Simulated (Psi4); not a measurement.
# Single-point calculation, with input and output: InH2

System: InH2, multiplicity 2.
Method: M06-2X/def2-TZVPP, UKS, core potentials def2 (Psi4 1.11).

The geometry comes from this level: PBE0-D4/def2-TZVP.

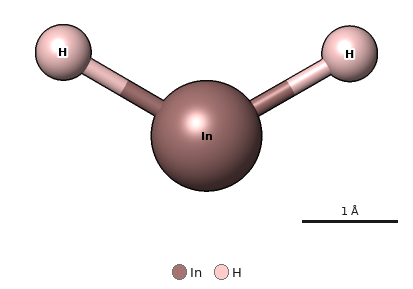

**Figure 1.** The structure (ball-and-stick view, seen at a tilt). Sticks mark near contacts.

Results in brief

```csv
quantity,value
outcome,converged
total energy,−191.196270 hartree
basis functions,78
⟨S²⟩,0.755
dipole moment,0.50 D
hardware,"1 thread of Intel Xeon @ 2.50GHz (Skylake/Cascade Lake), 12 GiB of memory available, shared host"
wall time,18 s
peak memory,1.1 GiB
```

The input (run.py)
```python
import psi4

psi4.set_memory(1600000000)
psi4.set_num_threads(1)
psi4.core.set_output_file('output.dat', False)

m = psi4.geometry("""
0 2
In     0.72678867    -0.80388949     0.28308097
H      1.30636767     2.39125944     0.98568115
H     -2.05394332    -1.70982420    -1.29389548
units au
symmetry c1
""")

psi4.set_options({
    'reference': 'uks',
    'puream': True,
    'scf_type': 'pk',
    'dft_radial_points': 99,
    'dft_spherical_points': 590,
    'maxiter': 150,
})

E, wfn = psi4.energy("m06-2x/def2-TZVPP", molecule=m, return_wfn=True)
print('E =', round(E, 9))
```

Launch command:
```bash
python run.py
```

Log
```
=> Loading Basis Set <=

    Name: DEF2-TZVPP
    Role: ORBITAL
    Keyword: BASIS

    !!!  WARNING: ECP capability is in beta. Please check occupations closely.  !!!

         ---------------------------------------------------------
                                   SCF
                              UKS Reference
                        1 Threads,   1525 MiB Core
         ---------------------------------------------------------

  ==> Geometry <==

    Molecular point group: c1
    Full point group: Cs

    Geometry (in Bohr), charge = 0, multiplicity = 2:

       Center              X                  Y                   Z               Mass
    ------------   -----------------  -----------------  -----------------  -----------------
         IN           0.020299881275    -0.019851741825     0.000000000000   114.903878776000
         H            0.860488343067     3.194587379348    -0.000000000000     1.007825032230
         H           -3.174912992782    -0.931255885060    -0.000000000000     1.007825032230

  Running in c1 symmetry.

  Rotational constants: A =     11.20359  B =      3.58677  C =      2.71695 [cm^-1]
  Rotational constants: A = 335875.25939  B = 107528.51859  C =  81452.10047 [MHz]
  Nuclear repulsion =   12.814194973493310

  Charge       = 0
  Multiplicity = 2
  Electrons    = 23
  Nalpha       = 12
  Nbeta        = 11

  ==> Algorithm <==

  SCF Algorithm Type is PK.
  DIIS enabled.
  MOM disabled.
  Fractional occupation disabled.
  Guess Type is SAD.
  Energy threshold   = 1.00e-06
  Density threshold  = 1.00e-06
  Integral threshold = 1.00e-12

  ==> Primary Basis <==

  Basis Set: DEF2-TZVPP
    Blend: DEF2-TZVPP
    Number of shells: 28
    Number of basis functions: 78
    Number of Cartesian functions: 89
    Spherical Harmonics?: true
    Max angular momentum: 3

  Core potential: DEF2-TZVPP
    Number of shells: 4
    Number of ECP primitives: 18
    Number of ECP core electrons: 28
    Max angular momentum: 3

  ==> DFT Potential <==

   => LibXC <=

    Version 7.1.2

   => Composite Functional: M06-2X <=

    Deriv               =              1
    GGA                 =           TRUE
    Meta                =           TRUE

    Exchange Hybrid     =           TRUE
    MP2 Hybrid          =          FALSE

   => Exchange Functionals <=

    1.0000   XC_HYB_MGGA_X_M06_2X

   => Exact (HF) Exchange <=

    0.5400               HF

   => Correlation Functionals <=

    1.0000   XC_MGGA_C_M06_2X

   => LibXC Density Thresholds  <==

    XC_MGGA_C_M06_2X:  1.00E-12
    XC_HYB_MGGA_X_M06_2X:  1.00E-15

   => Molecular Quadrature <=

    Radial Scheme          =       TREUTLER
    Pruning Scheme         =           NONE
    Nuclear Scheme         =       TREUTLER

    Blocking Scheme        =         OCTREE
    BS radius alpha        =              1
    Pruning alpha          =              1
    Radial Points          =             99
    Spherical Points       =            590
    Total Points           =         168408
    Total Blocks           =           1299
    Max Points             =            256
    Max Functions          =             78
    Weights Tolerance      =       1.00E-15

  ==> Integral Setup <==

  Using in-core PK algorithm.
   Calculation information:
      Number of atoms:                   3
      Number of AO shells:              28
      Number of primitives:             45
      Number of atomic orbitals:        89
      Number of basis functions:        78

      Integral cutoff                 1.00e-12
      Number of threads:                 1

  Performing in-core PK
  Using 9495642 doubles for integral storage.
  We computed 82417 shell quartets total.
  Whereas there are 82621 unique shell quartets.

  ==> DiskJK: Disk-Based J/K Matrices <==

    J tasked:                  Yes
    K tasked:                  Yes
    wK tasked:                  No
    Memory [MiB]:              328
    Schwarz Cutoff:          1E-12

  Cached 100.0% of DFT collocation blocks in 0.797 [GiB].

  Minimum eigenvalue in the overlap matrix is 2.7915187057E-03.
  Reciprocal condition number of the overlap matrix is 6.5829944455E-04.
    Using symmetric orthogonalization.

  ==> Pre-Iterations <==

  SCF Guess: Superposition of Atomic Densities via on-the-fly atomic UHF (no occupation information).

   -------------------------
    Irrep   Nso     Nmo
   -------------------------
     A         78      78
   -------------------------
    Total      78      78
   -------------------------

  ==> Iterations <==

                        Total Energy        Delta E     RMS |[F,P]|

   @UKS iter SAD:  -190.24765962337437   -1.90248e+02   0.00000e+00
   @UKS iter   1:  -191.11597956799042   -8.68320e-01   5.48908e-03 ADIIS/DIIS
   @UKS iter   2:  -191.16245928778551   -4.64797e-02   4.45010e-03 ADIIS/DIIS
   @UKS iter   3:  -191.19605393508877   -3.35946e-02   1.88041e-04 ADIIS/DIIS
   @UKS iter   4:  -191.19624127330005   -1.87338e-04   5.30419e-05 DIIS
   @UKS iter   5:  -191.19626480873234   -2.35354e-05   2.45092e-05 DIIS
   @UKS iter   6:  -191.19626865125861   -3.84253e-06   8.56861e-06 DIIS
   @UKS iter   7:  -191.19626962500669   -9.73748e-07   2.94820e-06 DIIS
   @UKS iter   8:  -191.19626990158517   -2.76578e-07   1.35598e-06 DIIS
   @UKS iter   9:  -191.19626998993252   -8.83473e-08   4.68504e-07 DIIS
  Energy and wave function converged.

  ==> Post-Iterations <==

   Electrons on quadrature grid:
      Nalpha   =   11.9999998552 ; deviation = -1.448e-07
      Nbeta    =   10.9999998835 ; deviation = -1.165e-07
      Ntotal   =   22.9999997387 ; deviation = -2.613e-07

   @Spin Contamination Metric:   4.675697669E-03
   @S^2 Expected:                7.500000000E-01
   @S^2 Observed:                7.546756977E-01
   @S   Expected:                5.000000000E-01
   @S   Observed:                5.000000000E-01

    Orbital Energies [Eh]
    ---------------------

    Alpha Occupied:

       1A     -4.880869     2A     -3.261819     3A     -3.254149
       4A     -3.250183     5A     -0.882005     6A     -0.877487
       7A     -0.874240     8A     -0.873402     9A     -0.869541
      10A     -0.468234    11A     -0.347511    12A     -0.234569

    Alpha Virtual:

      13A     -0.049874    14A      0.053746    15A      0.055186
      16A      0.086296    17A      0.104610    18A      0.113207
      19A      0.170920    20A      0.183504    21A      0.184923
      22A      0.185666    23A      0.293395    24A      0.307237
      25A      0.388088    26A      0.426979    27A      0.555188
      28A      0.567647    29A      0.568725    30A      0.597966
      31A      0.632973    32A      0.642259    33A      0.710651
      34A      0.717275    35A      0.855913    36A      0.866753
      37A      0.923052    38A      0.943447    39A      0.969880
      40A      1.006060    41A      1.008907    42A      1.061862
      43A      1.069460    44A      1.123032    45A      1.148035
      46A      1.506794    47A      1.569164    48A      2.197878
      49A      2.207551    50A      2.208132    51A      2.209151
      52A      2.238180    53A      2.242070    54A      2.309535
      55A      2.363684    56A      2.537992    57A      2.944975
      58A      3.127857    59A      3.154958    60A      3.175916
      61A      3.182340    62A      3.255143    63A      3.289497
      64A      3.320100    65A      3.353265    66A      3.623861
      67A      3.688399    68A      3.712112    69A      3.746342
      70A      3.771695    71A      3.811199    72A      4.328867
      73A      4.392337    74A     37.694065    75A     38.722119
      76A     38.945583    77A     39.146116    78A    124.711964

    Beta Occupied:

       1A     -4.878892     2A     -3.260688     3A     -3.251199
       4A     -3.249628     5A     -0.878869     6A     -0.873870
       7A     -0.871658     8A     -0.869575     9A     -0.865149
      10A     -0.441097    11A     -0.324103

    Beta Virtual:

      12A     -0.099617    13A     -0.059565    14A      0.042763
      15A      0.046460    16A      0.089052    17A      0.103677
      18A      0.116632    19A      0.118916    20A      0.137255
      21A      0.160898    22A      0.164637    23A      0.257249
      24A      0.287408    25A      0.379122    26A      0.417686
      27A      0.537644    28A      0.548548    29A      0.557358
      30A      0.603748    31A      0.631732    32A      0.643189
      33A      0.700973    34A      0.715026    35A      0.852983
      36A      0.856059    37A      0.917398    38A      0.936993
      39A      0.961054    40A      1.000890    41A      1.008437
      42A      1.061987    43A      1.067221    44A      1.122485
      45A      1.145538    46A      1.501039    47A      1.572144
      48A      2.199854    49A      2.205419    50A      2.207758
      51A      2.210643    52A      2.241283    53A      2.241914
      54A      2.303474    55A      2.379369    56A      2.556319
      57A      2.940105    58A      3.109226    59A      3.140543
      60A      3.160697    61A      3.165611    62A      3.257828
      63A      3.277528    64A      3.320292    65A      3.355422
      66A      3.628282    67A      3.691459    68A      3.716981
      69A      3.748664    70A      3.772991    71A      3.805778
      72A      4.314592    73A      4.379934    74A     37.695123
      75A     38.722537    76A     38.947599    77A     39.145857
      78A    124.712808

    Final Occupation by Irrep:
              A
    DOCC [    11 ]
    SOCC [     1 ]
    NA   [    12 ]
    NB   [    11 ]

  @UKS Final Energy:  -191.19626998993252

   => Energetics <=

    Nuclear Repulsion Energy =             12.8141949734933096
    One-Electron Energy =                -361.3017555189179575
    Two-Electron Energy =                 165.7450890234296992
    DFT Exchange-Correlation Energy =      -8.4537984679375988
    Empirical Dispersion Energy =           0.0000000000000000
    VV10 Nonlocal Energy =                  0.0000000000000000
    Total Energy =                       -191.1962699899325173

  UHF NO Occupations:
  HONO-2 :   10  A 1.9991141
  HONO-1 :   11  A 1.9987781
  HONO-0 :   12  A 1.0000000
  LUNO+0 :   13  A 0.0012219
  LUNO+1 :   14  A 0.0008859
  LUNO+2 :   15  A 0.0001218
  LUNO+3 :   16  A 0.0000743

Computation Completed

Properties will be evaluated at   0.000000,   0.000000,   0.000000 [a0]

Properties computed using the SCF density matrix

 Multipole Moments:

 ------------------------------------------------------------------------------------
     Multipole            Electronic (a.u.)      Nuclear  (a.u.)        Total (a.u.)
 ------------------------------------------------------------------------------------

 L = 1.  Multiply by 2.5417464519 to convert [e a0] to [Debye]
 Dipole X            :          2.0289299           -1.8881271            0.1408027
 Dipole Y            :         -1.9839833            1.8464449           -0.1375383
 Dipole Z            :          0.0000952           -0.0000000            0.0000952
 Magnitude           :                                                    0.1968304

 ------------------------------------------------------------------------------------

	total time  =         16 seconds =       0.27 minutes
```

Standard output
```
E = -191.19626999
```
